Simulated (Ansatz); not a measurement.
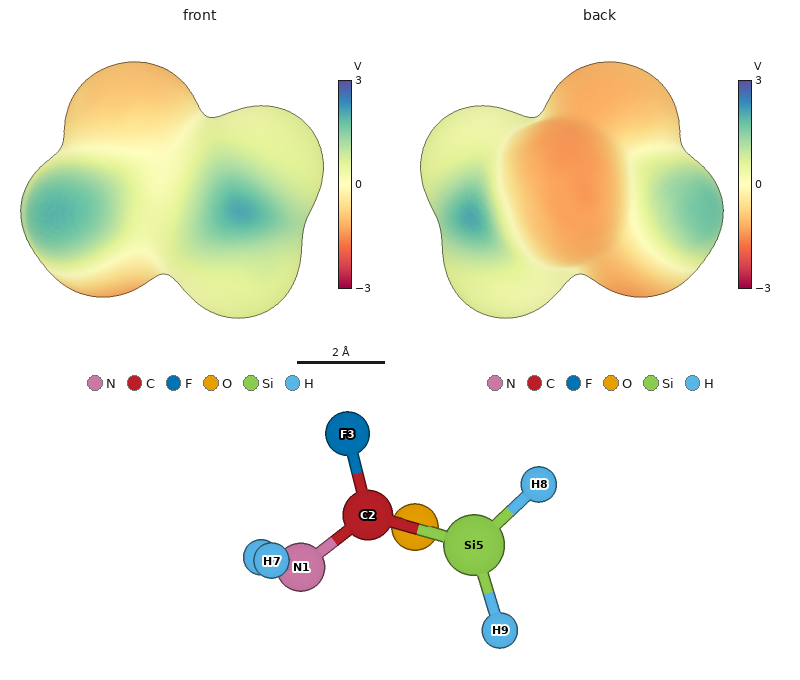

Figure 1: CH4FNOSi. The electrostatic potential painted on the density surface at 0.002 e/bohr³, seen from the front and from behind; red is negative and blue positive. The bare structure is drawn below in the same view.

Geometry: PBE0-D4/def2-TZVP.

Theory: RKS PBE0-D4/def2-TZVPP in Ansatz 0.2.0.

The calculation's input:

```
crystal:
  periodic: [false, false, false]
  atoms:
    - {symbol: N, position_ang: [-0.472540, 0.840242, 1.135444]}
    - {symbol: C, position_ang: [-0.127613, 0.403549, -0.146174]}
    - {symbol: F, position_ang: [-0.110352, 1.417911, -1.084020]}
    - {symbol: O, position_ang: [-0.930651, -0.662771, -0.614135]}
    - {symbol: Si, position_ang: [0.666674, -1.183724, -0.548637]}
    - {symbol: H, position_ang: [-1.419214, 1.207951, 1.149974]}
    - {symbol: H, position_ang: [0.171585, 1.542797, 1.471341]}
    - {symbol: H, position_ang: [1.324524, -1.407965, -1.852194]}
    - {symbol: H, position_ang: [0.985989, -2.204190, 0.471401]}
basis:
  gaussian: {orbitals: def2-TZVPP}
hamiltonian: {xc: pbe0, dispersion: d4}
output: {orbitals: {seedname: orbitals}}
```

Command:

```sh
ansatz run in.yaml --threads 2 --pin off --events-out ev --progress --plain --max-ram 4352MiB
```

### Where is the surface potential most negative and most positive?

The most negative region (about −1.4 V) lies over O4, the most positive (about +2.0 V) over Si5. O4 is the likeliest acceptor of a hydrogen bond.
